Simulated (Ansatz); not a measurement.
Gd, as given below.

```
Gd
1.0
     3.61335    0.00000    0.00000
    -1.80667    3.12925    0.00000
     0.00000    0.00000   11.66424
Gd
4
Direct
  0.00000 0.00000 0.00000
  0.00000 0.00000 0.50000
  0.33333 0.66667 0.25000
  0.66667 0.33333 0.75000
```

Structure used: coordinates from a relaxation at fixed volume with DFT PBE, spin-orbit coupling, plane waves, PAW (Ansatz); the starting structure was generated, so it need not be a known form of this composition.

Predict the first 2 clear peaks of the X-ray G(r) with σ = 0.10 Å, and name the atom pairs.

1. 3.60 Å: Gd–Gd at 3.59–3.61 Å
2. 5.09 Å: Gd–Gd at 5.09 Å

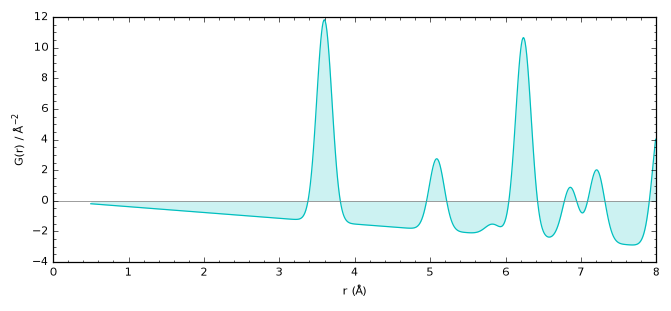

The curve is a calculated X-ray PDF: distances of the static structure, each pair weighted by the product of the atomic numbers (X-ray weights at Q = 0), broadened by Gaussians with σ = 0.10 Å, damped by exp(−(Q_damp r)²/2) with Q_damp = 0.020 Å⁻¹. There is no Q-range truncation.
